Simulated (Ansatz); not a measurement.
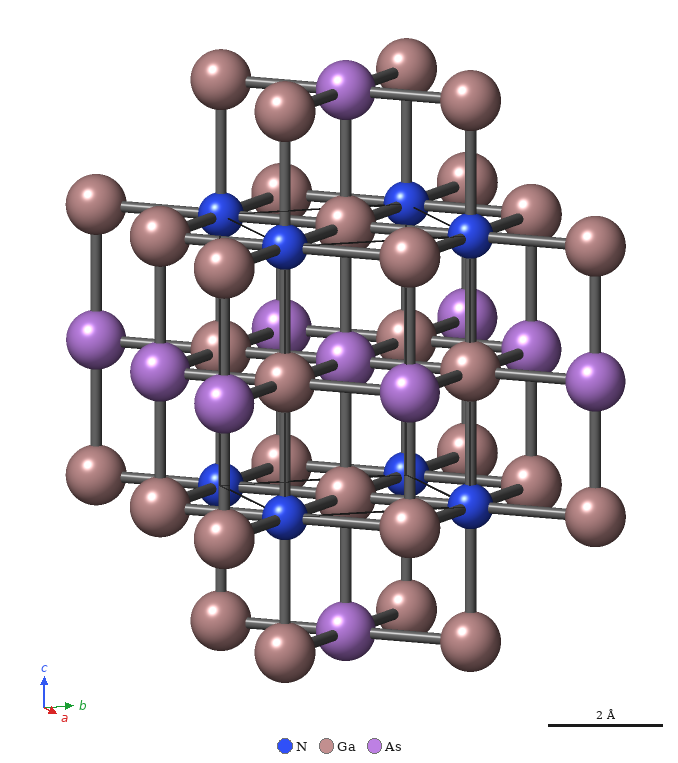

A ball-and-stick rendering, viewed slightly off an axis. Thin lines show the conventional unit cell, with boundary atoms drawn in all their periodic places. Bonded atoms from the next cells complete the picture.

Ga2AsN, space group P4/mmm (No. 123), a = 3.464 Å, b = 3.464 Å, c = 4.845 Å, α = 90.00°, β = 90.00°, γ = 90.00°. It derives from a structure type filled with these elements by a generator (whether the compound takes this form wasn't checked). Earlier steps of the study may have refined or changed the cell and positions. It was run through Ansatz as a DFT input.

This one geometry was computed with Ansatz (DFT, plane waves, PAW) at three levels of theory: PBE with spin-orbit coupling, r2SCAN and PBE. It was relaxed beforehand with r2SCAN.

**Which level gives the highest pressure at this volume, and what does that say about its equilibrium volume?**

Highest: PBE with spin-orbit coupling (4.3 GPa) and PBE (4.3 GPa), which points to the largest equilibrium volume. Lowest, with the smallest volume: r2SCAN (-0.1 GPa). Levels within 0.5 GPa of each other can't be told apart.

**How does the band gap change with the level of theory?**

All levels give a metal.

**Collect the results in a table.**

| level | cutoff (eV) | k-mesh of the run's cell | gap (eV) | pressure (GPa) |
| --- | --- | --- | --- | --- |
| PBE with spin-orbit coupling | 420 | 8×8×6 | metal | 4.3 |
| r2SCAN | 500 | 8×8×6 | metal | -0.1 |
| PBE | 420 | 8×8×6 | metal | 4.3 |

Gaps are taken on the k-mesh or band path of each run.
